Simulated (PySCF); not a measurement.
**C2H6Cd, SMILES `C[Cd]C`: what the electrons do**

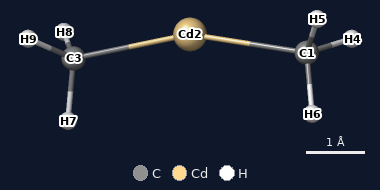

The molecule, with its atoms numbered as below. No frequency check shows the geometry to be a minimum.

Cartesian coordinates (Å):

```
C1      -2.1820   -0.2591   -0.0002
Cd2     -0.0000    0.1079   -0.0000
C3       2.1821   -0.2591    0.0002
H4      -2.6390    0.0127    0.9512
H5      -2.7031    0.2817   -0.7890
H6      -2.3435   -1.3283   -0.1595
H7       2.3413   -1.3345    0.1142
H8       2.6944    0.2462    0.8179
H9       2.6496    0.0541   -0.9330
```

## 1. Bonding charge

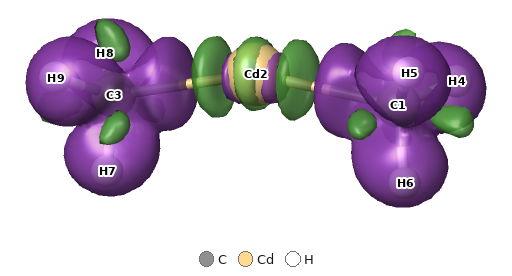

Deformation density (molecule less spherical, spin-averaged free atoms at the same positions), surfaces at ±0.05 e/Å³; purple: gain, green: loss.

PySCF calculation, B3LYP/def2-SVP, gas phase; geometry: GFN2-xTB. Core potentials replace the inner electrons of Cd; spin–orbit coupling isn't included.

Question: How much density has each bond gained at its critical point, relative to the free atoms?

Answer: C1–H5 and C3–H8: +0.64 e/Å³ at the bond critical point (bond length 1.09 Å, Mayer order 1.0). C3–H9 and C1–H4: +0.64 e/Å³ at the bond critical point (bond length 1.09 Å, Mayer order 1.0). C1–H6 and C3–H7: +0.63 e/Å³ at the bond critical point (bond length 1.09 Å, Mayer order 1.0). C1–Cd2 and Cd2–C3: +0.10 e/Å³ at the bond critical point (bond length 2.21 Å, Mayer order 0.9). In all, 1.7 electrons gather in the regions of gain relative to the promolecule. A small or negative value marks a very polar bond, one between electron-rich atoms, whose free-atom densities already overlap strongly, a long bond to a heavier atom, or a closed-shell contact such as a hydrogen bond.

Question: Where do the Hirshfeld charges lie?

Answer: The highest Hirshfeld charge is on Cd2 (+0.43 e), the lowest on C1 and C3 (−0.25 e).

| atom | charge (e) |
| --- | --- |
| C1 | −0.25 |
| Cd2 | +0.43 |
| C3 | −0.25 |
| H4 | +0.01 |
| H5 | +0.01 |
| H6 | +0.01 |
| H7 | +0.01 |
| H8 | +0.01 |
| H9 | +0.01 |

## 2. Bond critical points

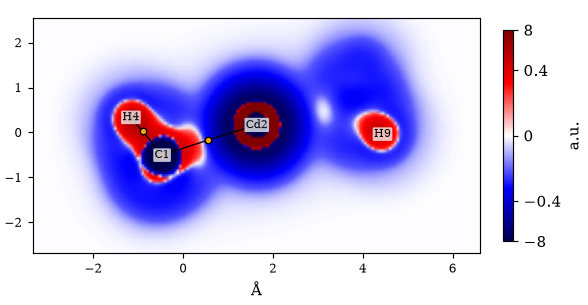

Negative Laplacian of the density (−∇²ρ) in the plane of C1, Cd2, H4 and H9 (red positive, blue negative, colour scale in a.u., logarithmic beyond ±0.04), with bond paths and bond critical points (dots).

Question: Sort the bonds in the plane by the sign of ∇²ρ at their critical points.

Answer: Concentrated (∇²ρ < 0): C1–H4 (−0.96 a.u.). Depleted (∇²ρ > 0): C1–Cd2 (+0.14 a.u., H = −0.028). A positive Laplacian with negative H is typical of metal–ligand bonds.

Question: Where along C1–H4 does the critical point lie?

Answer: 0.68 Å from C1 and 0.41 Å from H4.

## 3. Local ionisation energy

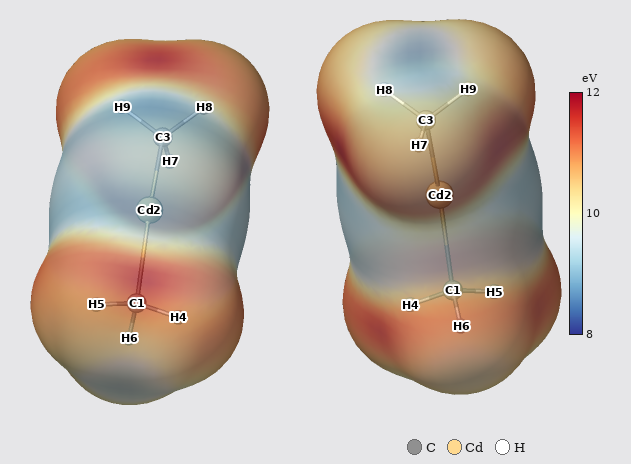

Average local ionisation energy on the surface of electron density 0.001 a.u. (back view left, front view right).

Question: Where are the most loosely bound electrons on this surface?

Answer: The lowest value is 8.8 eV, off the Cd2–C3 bond (2.3 to 2.4 Å from its atoms). Further minima include 8.9 eV, near H9 (1.81 Å), H7 (1.89 Å), H8 (1.93 Å) and C3 (1.97 Å). For comparison, the highest occupied orbital lies at −6.4 eV.

Question: What volume does the surface enclose, and what is the dipole moment?

Answer: About 105 Å³; the dipole moment is 0.4 D.

## 4. Excited states

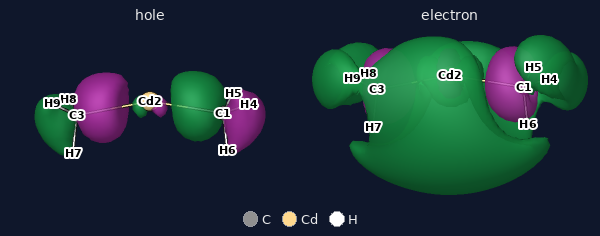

Leading natural transition orbital pair of S₃ (TDA singlet states); the surfaces enclose about 70 % of each orbital's density.

Level of theory: ωB97X/def2-SVP (PySCF), at a geometry from GFN2-xTB. Core potentials replace the inner electrons of Cd; spin–orbit coupling isn't included. Without diffuse functions Rydberg states are missing, so the states' numbers hold for this basis only.

Question: Where does the state lie, and where do hole and electron sit?

Answer: 6.89 eV (180 nm), f = 0.593 (bright), mixed metal–ligand; the leading pair carries 92 %; hole on C1 and C3 (29 % each) and Cd2 (22 %), electron on Cd2 (44 %), C1 and C3 (12 % each) and H6 and H7 (7 % each); their centroids lie 0.6 Å apart. In canonical orbitals it is mainly HOMO → LUMO+2 (84 %). The HOMO–LUMO gap is 10.12 eV.

## 5. In an electric field

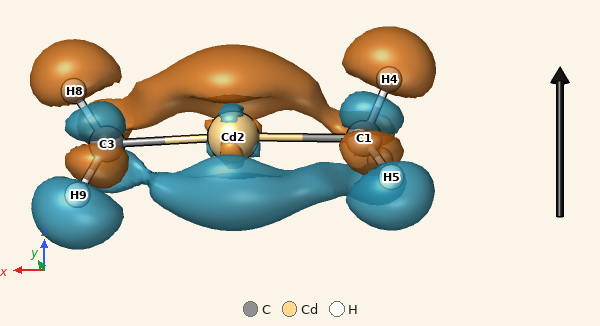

Change of the electron density in a uniform field of 0.41 V/Å along +z (arrow), surfaces at ±0.003 e/Å³ (light blue: gain, orange: loss).

Level of theory: B3LYP/def2-SVPD (PySCF), at a geometry from GFN2-xTB. Core potentials replace the inner electrons of Cd; spin–orbit coupling isn't included.

Question: How large is the response?

Answer: The induced dipole is 0.99 D (along the field); α along this axis, from the fields in both directions, is 49 bohr³ (7.2 Å³).

Question: Which atoms gain and lose the most charge?

Answer: Electrons gather most on H9 (Hirshfeld charge changes by −0.015 e) and leave H4 most (+0.015 e); 0.101 electrons are displaced in all.

## 6. Removing or adding an electron

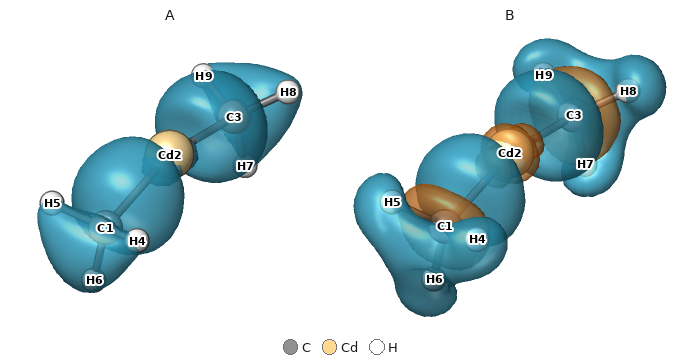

The Fukui function f⁻ from two separate SCF calculations and the density of the HOMO, at ±0.02 e/Å³ (light blue positive, orange negative).

Computed with PySCF, CAM-B3LYP/def2-SVPD, geometry: GFN2-xTB. Core potentials replace the inner electrons of Cd; spin–orbit coupling isn't included.

Question: Which panel is which, and how good is the frozen-orbital picture?

Answer: B is f⁻ (it has negative regions), A the HOMO density. The HOMO lies on C1 and C3 (30 % each) and Cd2 (22 %); f⁻ (Hirshfeld-condensed) is largest on Cd2 (0.22) and C1 and C3 (0.18 each); the vertical ionisation energy is 8.82 eV. Relaxation shifts 24 % of the electron between atoms. The orbital energy is −7.98 eV.

## 7. Localised orbitals

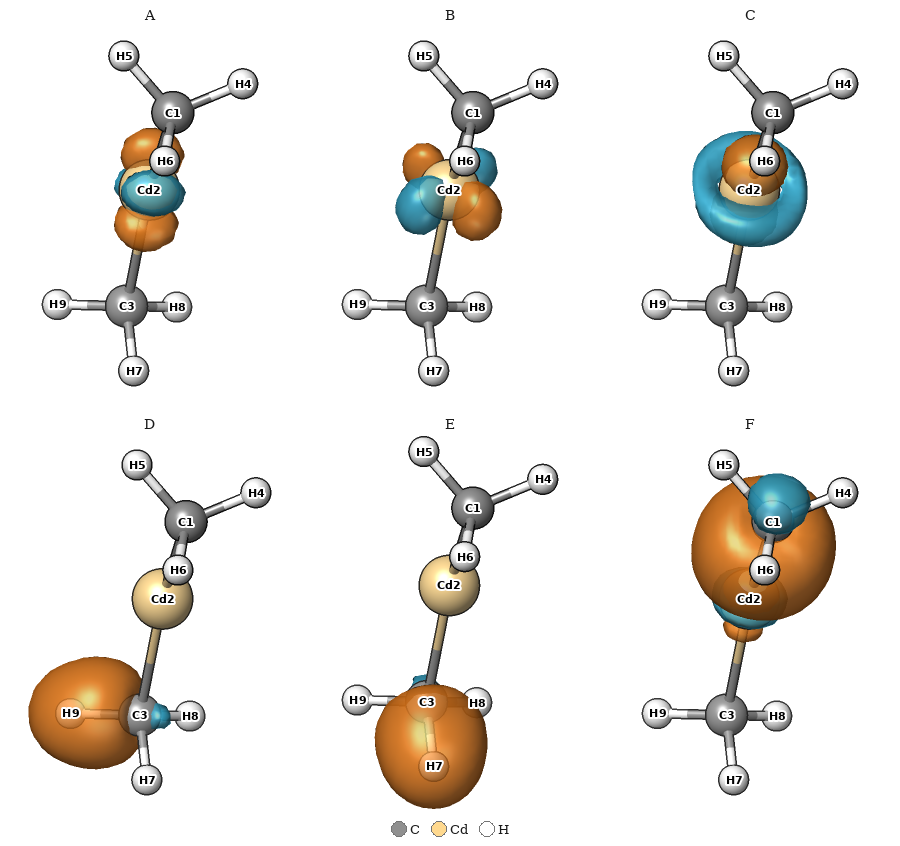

Pipek–Mezey orbitals, occupied; each surface holds about 70 % of the orbital's density. Energies are diagonal elements of the Fock matrix.

Computed with PySCF, B3LYP/def2-SVPD, geometry: GFN2-xTB. Core potentials replace the inner electrons of Cd; spin–orbit coupling isn't included.

Question: Name the orbitals, with their atomic make-up and energies.

Answer: By panel:
- A: d orbital on Cd2 (Cd2 100 %; −13.9 eV)
- B: d orbital on Cd2 (Cd2 98 %; −16.1 eV)
- C: d orbital on Cd2 (Cd2 96 %; −17.7 eV)
- D: σ bond C3–H9 (C3 55 %, H9 45 %; −12.6 eV)
- E: σ bond C3–H7 (C3 55 %, H7 45 %; −12.6 eV)
- F: σ bond C1–Cd2 (C1 73 %, Cd2 24 %; −9.5 eV)
